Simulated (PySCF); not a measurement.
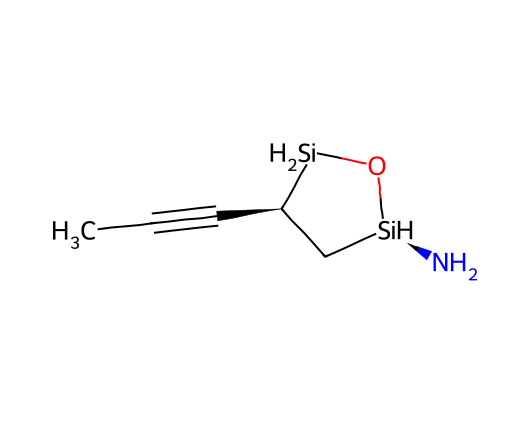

Question: Write the SMILES.

Answer: CC#C[C@@H]1C[Si@H](N)O[SiH2]1

Question: Give the formula, hydrogens included.

Answer: C5H11NOSi2.

Question: An optimisation with PBE0-D3(BJ)/def2-SVP gave a structure of which point group?

Answer: C1.

More results for the same structure follow; atom numbers are the same in all pictures, views and colours differ. The geometry was computed by an optimisation with PBE0-D3(BJ)/def2-SVP. No frequency run is at hand to confirm it as a minimum.

### Geometry

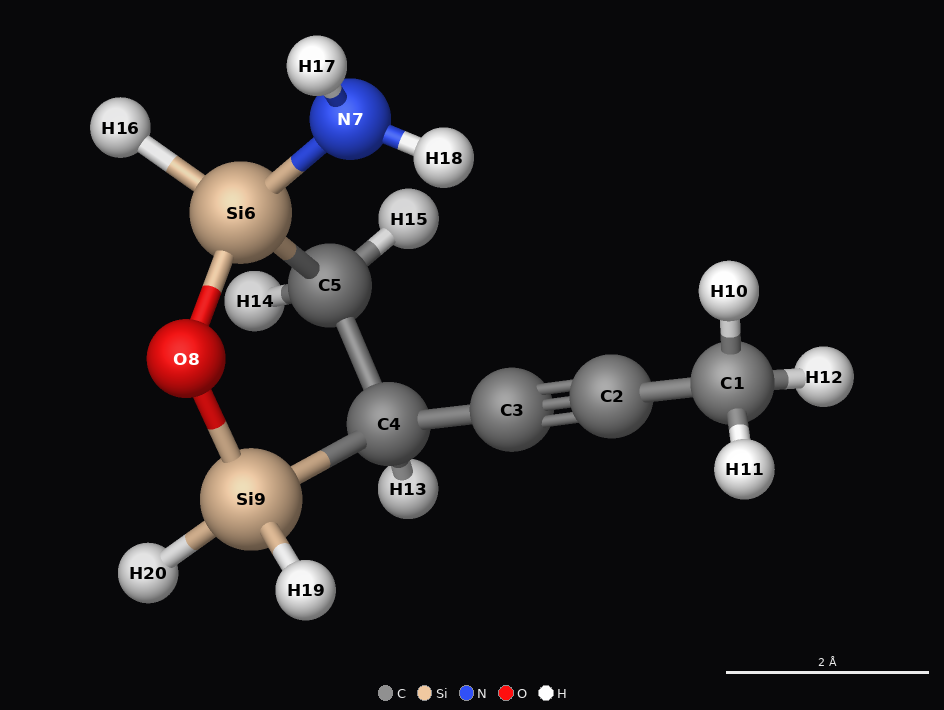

No frequency run is at hand to confirm it as a minimum.

Question: How are the neighbours of atom 8 arranged?

Answer: O8 has 2 neighbours (Si6 at 1.69, Si9 at 1.67 Å); the arrangement is bent.

Question: How are the neighbours of atom 5 arranged?

Answer: C5 has 4 neighbours (C4 at 1.55, Si6 at 1.89, H14 at 1.10, H15 at 1.10 Å); the arrangement is tetrahedral.

Question: How are the neighbours of atom 1 arranged?

Answer: C1 has 4 neighbours (C2 at 1.45, H10 at 1.10, H11 at 1.10, H12 at 1.10 Å); the arrangement is tetrahedral.

Question: What is the geometry at C2?

Answer: C2 has 2 neighbours (C1 at 1.45, C3 at 1.21 Å); the arrangement is linear.

Question: What is the dihedral angle Si9–C4–C5–Si6?

Answer: 39° in size, that is gauche.

### Dipole moment

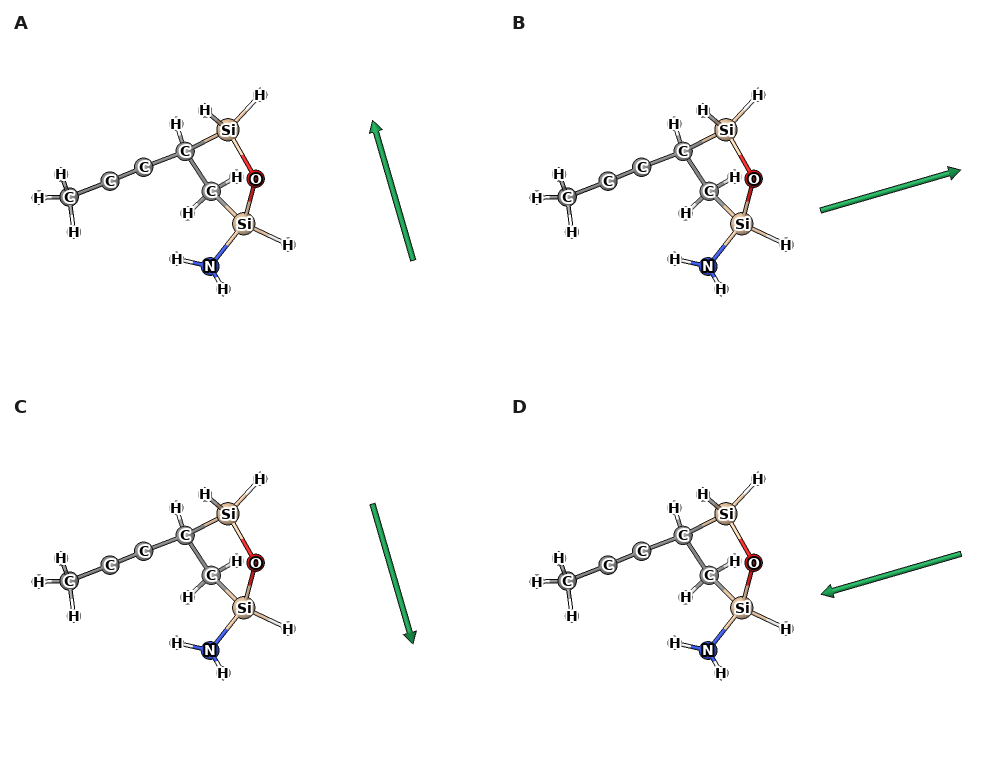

The same molecule four times, each with an arrow. No frequency run is at hand to confirm it as a minimum. Level of theory: PBE0/pcSseg-1 in tetrahydrofuran (IEF-PCM) (PySCF 2.14.0).

Question: Which arrow points along the dipole moment, from the negative to the positive end?

Answer: D. The dipole moment is 2.11 D.

### Polarisability

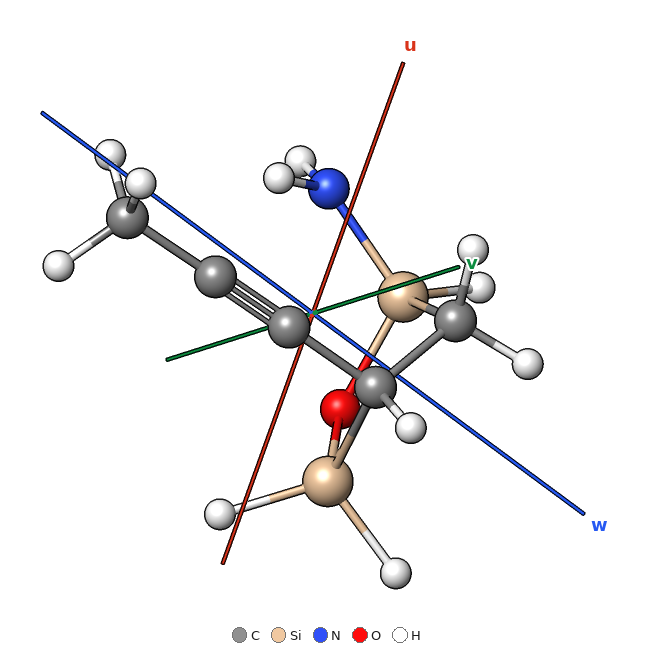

The lines u, v and w are the principal axes of the static dipole polarisability. No frequency run is at hand to confirm it as a minimum. Computed with CAM-B3LYP/def2-SVPD (PySCF 2.14.0).

Question: Along which axis is the molecule most polarisable, and along which least?

Answer: Most along w, least along v.

Question: Give the three principal values.

Answer: u 110.2, v 97.1, w 139.5 bohr³; mean 115.6, anisotropy 37.6 bohr³.

### Core levels

No frequency run is at hand to confirm it as a minimum. Method: delta-SCF UKS SCAN, pcX-2 on the ionised atom, pcseg-1 elsewhere, spin-free X2C (PySCF 2.14.0).

Give the core-electron binding energies (to vacuum; p and d levels without spin–orbit splitting) of C1 1s, C2 1s, C3 1s, C4 1s, C5 1s, Si6 1s, Si6 2p, N7 1s, O8 1s, Si9 1s, Si9 2p.

| atom | level | binding energy (eV) |
| --- | --- | --- |
| C1 | 1s | 291.5 |
| C2 | 1s | 289.8 |
| C3 | 1s | 290.0 |
| C4 | 1s | 290.7 |
| C5 | 1s | 290.0 |
| Si6 | 1s | 1846.9 |
| Si6 | 2p | 107.2 |
| N7 | 1s | 404.5 |
| O8 | 1s | 537.2 |
| Si9 | 1s | 1846.8 |
| Si9 | 2p | 107.1 |
